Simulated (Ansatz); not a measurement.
# C₂H₁₂InNSi: how energies converge with the basis set

Aim: see how fast density functionals converge with the basis set for C₂H₁₂InNSi.

Method: one geometry, several basis sets; program: Ansatz 0.2.0, Gaussian basis.

Plan: PBE0-D4/def2-SVP; ωB97M-V/def2-SVP; PBE0-D4/def2-QZVPP; ωB97M-V/def2-QZVPP; the functionals' def2-TZVPP values are taken from earlier runs.

### Step 1. Structure used throughout

The geometry comes from an earlier relaxation with PBE0-D4 in a triple-zeta def2 set; it is a stationary point, not always the lowest conformer. In takes the def2 core potential; no spin-orbit term is included.

SMILES `[CH3][InH-]([CH3])[NH2+][SiH3]`, 17 atoms, charge 0, spin multiplicity 1.

Atoms are counted from 1 here; the program's logs count them from 0.

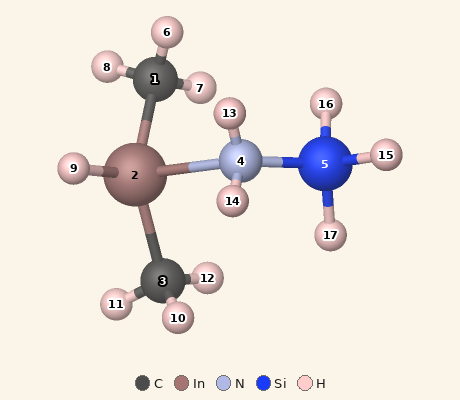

The geometry (carbon dark grey, indium brown, nitrogen light blue, silicon blue, hydrogen pink); atoms are numbered from 1 in the order of the file.

### Step 2. PBE0-D4 in def2-SVP

Input file in.yaml:

```yaml
crystal:
  periodic: [false, false, false]
  atoms:
    - {symbol: C, position_ang: [-0.651476, 1.240322, 1.867649]}
    - {symbol: In, position_ang: [1.007111, 0.190345, 0.939449]}
    - {symbol: C, position_ang: [0.952157, -1.974796, 0.784356]}
    - {symbol: N, position_ang: [0.398764, 0.680390, -1.408517]}
    - {symbol: Si, position_ang: [-1.170285, 0.048398, -1.907994]}
    - {symbol: H, position_ang: [-0.782412, 2.235494, 1.435642]}
    - {symbol: H, position_ang: [-1.587369, 0.688755, 1.759287]}
    - {symbol: H, position_ang: [-0.460554, 1.370499, 2.935646]}
    - {symbol: H, position_ang: [2.545905, 1.004900, 0.799717]}
    - {symbol: H, position_ang: [1.489820, -2.322602, -0.101095]}
    - {symbol: H, position_ang: [1.433683, -2.423996, 1.656327]}
    - {symbol: H, position_ang: [-0.072471, -2.348699, 0.737659]}
    - {symbol: H, position_ang: [0.474150, 1.690826, -1.446486]}
    - {symbol: H, position_ang: [1.185827, 0.299959, -1.922220]}
    - {symbol: H, position_ang: [-1.482574, 0.379634, -3.324041]}
    - {symbol: H, position_ang: [-2.183970, 0.661158, -1.021373]}
    - {symbol: H, position_ang: [-1.115305, -1.420986, -1.743906]}
basis:
  gaussian: {orbitals: def2-SVP}
hamiltonian: {xc: pbe0, dispersion: d4}
output: {orbitals: {seedname: orbitals}}
```

Started as:

```console
$ ansatz run in.yaml --threads 4 --pin off --events-out ev --progress --plain --max-ram 11315MiB
```

What it wrote:

```text
Functional definition: PBE0
  name "PBE0"
  cite "Adamo & Barone, J. Chem. Phys. 110, 6158 (1999) doi:10.1063/1.478522"
  cite "Perdew, Burke & Ernzerhof, Phys. Rev. Lett. 77, 3865 (1996) doi:10.1103/PhysRevLett.77.3865"
  parent pbe
  parameter a = 0.25
  parameter kappa = 0.804
  parameter beta = 0.06672455060314922
  exchange = (1 - a)*pbe_x(kappa = kappa, mu = beta*pi^2/3) + a*exact_x
  correlation = pbe_c(beta = beta)
1747 factors; their error is unknown
mean field evaluation 1: about -16784.9125 eV, gradient 7.5e1 eV
mean field evaluation 2: about -16776.3967 eV, gradient 9.1e1 eV
mean field evaluation 4: about -16797.8513 eV, gradient 4.5e0 eV
mean field evaluation 8: about -16797.8994 eV, gradient 2.8e-2 eV
mean field evaluation 16: about -16798.0362 eV, gradient 3.4e-5 eV
mean field -16798.03621068 eV, -617.3164446246 hartree, gradient 3.4e-5 eV, S^2 0.000000; 0 other end points of the search recorded, 0 dependent functions left out
reference -16798.03625163 eV, -617.3164461294 hartree; 33, 33 occupied and 113, 113 virtual orbitals, 1747 factors
Total energy: -16798.36574325 eV, -617.3285547230 hartree
```

Wall time 2.4 s (4 threads of Arm Neoverse V1, shared host); peak memory 0.43 GiB.

### Step 3. ωB97M-V in def2-SVP

Changes to in.yaml since step 2:

```diff
@@ -22,3 +22,3 @@
   gaussian: {orbitals: def2-SVP}
-hamiltonian: {xc: pbe0, dispersion: d4}
+hamiltonian: {xc: {name: wB97M-V}}
 output: {orbitals: {seedname: orbitals}}
```

The command is unchanged.

What it wrote, shortened:

```text
Functional definition: wB97M-V
  name "wB97M-V"
  cite "Mardirossian & Head-Gordon, J. Chem. Phys. 144, 214110 (2016) doi:10.1063/1.4952647"
  cite "Becke, J. Chem. Phys. 107, 8554 (1997) doi:10.1063/1.475007"
  cite "Vydrov & Van Voorhis, J. Chem. Phys. 133, 244103 (2010) doi:10.1063/1.3521275"
  # Of w^i u^j: cxij and so on, Table III.
[...]
  gx(w, u) = 1 - cx + cx01*u + cx10*w
  gss(w, u) = css00 + css04*u^4 + css10*w + css20*w^2 + css43*w^4*u^3
  gos(w, u) = cos00 + cos10*w + (cos20 + cos21*u)*w^2 + (cos60 + cos61*u)*w^6
[...]
      + integral(e_c_pw_mod_opposite_spin*gos(b97_w_opposite, b97_u_opposite)) + vv10(b, c)
1709 factors; their error is unknown
485 factors; integrals over basis functions are off by at most 7.4e-6 eV
[...]
mean field -16801.30010629 eV, -617.4363905761 hartree, gradient 2.1e-5 eV, S^2 0.000000; 0 other end points of the search recorded, 0 dependent functions left out
reference -16801.30017142 eV, -617.4363929694 hartree; 33, 33 occupied and 113, 113 virtual orbitals, 1709 factors
Total energy: -16801.30017142 eV, -617.4363929694 hartree
```

Wall time 9.5 s (4 threads of Arm Neoverse V1, shared host); peak memory 0.6 GiB.

### Step 4. PBE0-D4 in def2-QZVPP

Changes to in.yaml since step 3:

```diff
@@ -21,4 +21,4 @@
 basis:
-  gaussian: {orbitals: def2-SVP}
-hamiltonian: {xc: {name: wB97M-V}}
+  gaussian: {orbitals: "def2-QZVPP.json"}
+hamiltonian: {xc: pbe0, dispersion: d4}
 output: {orbitals: {seedname: orbitals}}
```

Launched as before.

What it wrote:

```text
Functional definition: PBE0
  name "PBE0"
  cite "Adamo & Barone, J. Chem. Phys. 110, 6158 (1999) doi:10.1063/1.478522"
  cite "Perdew, Burke & Ernzerhof, Phys. Rev. Lett. 77, 3865 (1996) doi:10.1103/PhysRevLett.77.3865"
  parent pbe
  parameter a = 0.25
  parameter kappa = 0.804
  parameter beta = 0.06672455060314922
  exchange = (1 - a)*pbe_x(kappa = kappa, mu = beta*pi^2/3) + a*exact_x
  correlation = pbe_c(beta = beta)
2162 factors; their error is unknown
mean field evaluation 1: about -16787.3852 eV, gradient 9.4e1 eV
mean field evaluation 2: about -16771.7679 eV, gradient 1.2e2 eV
mean field evaluation 4: about -16805.8160 eV, gradient 7.1e0 eV
mean field evaluation 8: about -16805.9167 eV, gradient 4.5e-1 eV
mean field evaluation 16: about -16805.9661 eV, gradient 2.3e-4 eV
mean field -16805.96608180 eV, -617.6078620131 hartree, gradient 3.6e-5 eV, S^2 0.000000; 0 other end points of the search recorded, 0 dependent functions left out
reference -16805.96613645 eV, -617.6078640215 hartree; 33, 33 occupied and 650, 650 virtual orbitals, 2162 factors
Total energy: -16806.29562807 eV, -617.6199726152 hartree
```

Wall time 23 s (4 threads of Arm Neoverse V1, shared host); peak memory 3.3 GiB.

### Step 5. ωB97M-V in def2-QZVPP

Changes to in.yaml since step 4:

```diff
@@ -22,3 +22,3 @@
   gaussian: {orbitals: "def2-QZVPP.json"}
-hamiltonian: {xc: pbe0, dispersion: d4}
+hamiltonian: {xc: {name: wB97M-V}}
 output: {orbitals: {seedname: orbitals}}
```

The command is unchanged.

What it wrote, shortened:

```text
Functional definition: wB97M-V
  name "wB97M-V"
  cite "Mardirossian & Head-Gordon, J. Chem. Phys. 144, 214110 (2016) doi:10.1063/1.4952647"
  cite "Becke, J. Chem. Phys. 107, 8554 (1997) doi:10.1063/1.475007"
  cite "Vydrov & Van Voorhis, J. Chem. Phys. 133, 244103 (2010) doi:10.1063/1.3521275"
  # Of w^i u^j: cxij and so on, Table III.
[...]
  gx(w, u) = 1 - cx + cx01*u + cx10*w
  gss(w, u) = css00 + css04*u^4 + css10*w + css20*w^2 + css43*w^4*u^3
  gos(w, u) = cos00 + cos10*w + (cos20 + cos21*u)*w^2 + (cos60 + cos61*u)*w^6
[...]
      + integral(e_c_pw_mod_opposite_spin*gos(b97_w_opposite, b97_u_opposite)) + vv10(b, c)
2102 factors; their error is unknown
593 factors; integrals over basis functions are off by at most 9.3e-6 eV
[...]
mean field -16809.52335294 eV, -617.7385893166 hartree, gradient 2.7e-5 eV, S^2 0.000000; 0 other end points of the search recorded, 0 dependent functions left out
reference -16809.52344252 eV, -617.7385926084 hartree; 33, 33 occupied and 650, 650 virtual orbitals, 2102 factors
Total energy: -16809.52344252 eV, -617.7385926084 hartree
```

Wall time 44 s (4 threads of Arm Neoverse V1, shared host); peak memory 4.1 GiB.

### Step 6. Density functionals: the series

The def2-TZVPP values come from earlier runs at the same geometry.

```csv
functional,basis,functions,energy (eV),from the largest (eV),HOMO (eV),LUMO (eV)
PBE0-D4,def2-SVP,146,-16798.3657,7.930,-6.59,-0.11
PBE0-D4,def2-TZVPP,353,-16805.7429,0.553,-6.66,-0.56
PBE0-D4,def2-QZVPP,683,-16806.2956,0.000,-6.68,-0.69
ωB97M-V,def2-SVP,146,-16801.3002,8.223,-8.78,1.55
ωB97M-V,def2-TZVPP,353,-16808.9970,0.526,-8.87,0.85
ωB97M-V,def2-QZVPP,683,-16809.5234,0.000,-8.88,0.54
```

### Step 7. What came out

```
                                       quantity          value
PBE0-D4: double and triple zeta above quadruple  7.93, 0.55 eV
ωB97M-V: double and triple zeta above quadruple  8.22, 0.53 eV
```

What this shows: For PBE0-D4 the step from double to triple zeta gains 7.38 eV and the next only 0.55 eV. These are total energies; as a rule much of such shifts cancels in differences, which this series doesn't test. The LUMO of ωB97M-V is positive and keeps falling with the basis (1.55 to 0.54 eV): an unbound level that the basis holds in place.

For PBE0-D4 the largest set took about 10 times as long as the smallest (23 s against 2.4 s).
